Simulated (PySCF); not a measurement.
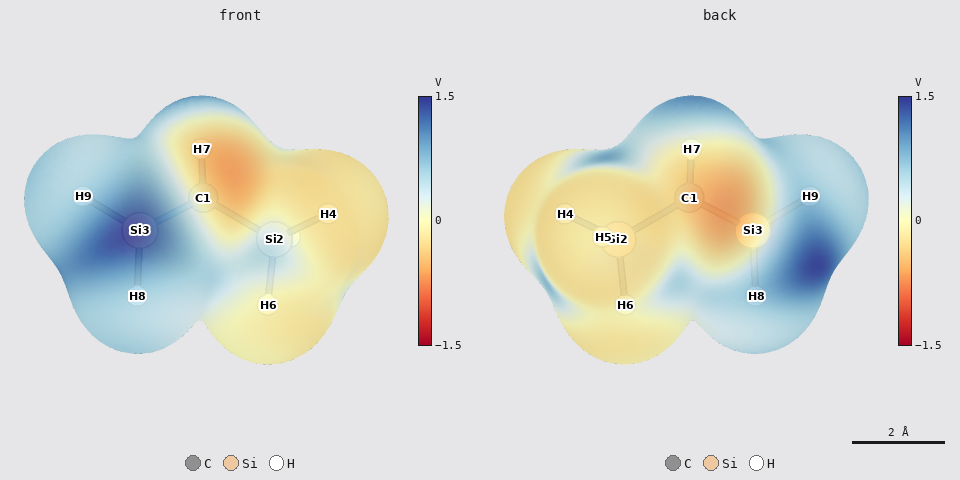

The picture shows: CH6Si2. The molecular electrostatic potential painted on the density surface at 0.002 e/bohr³, seen from the front and from behind; red is negative and blue positive.

Geometry: PBE0-D3(BJ)/def2-SVP.

Computed with PySCF 2.14.0, PBE0/pcSseg-2, SCF density, gas phase, non-relativistic.

```xyz
9

C     0.0399    0.4903    0.5425
Si   -1.2084    0.0356   -0.7456
Si    1.5612   -0.2697    0.7212
H    -1.5253    1.1897   -1.6470
H    -2.5025   -0.4126   -0.1377
H    -0.6731   -1.0825   -1.5850
H    -0.2043    1.3019    1.2394
H     2.0038   -1.3803   -0.1610
H     2.5527    0.1046    1.7648
```

> Which sites attract a positive test charge, and which a negative one?

A positive charge is drawn to the negative regions and a negative charge to the positive ones. The most negative region (about −0.7 V, or −16 kcal/mol for a unit charge) lies over the π face of C1, the most positive (about +1.4 V, or +32 kcal/mol for a unit charge) over Si3.

> What dipole moment does the calculation give?

Its dipole moment is 1.75 D.
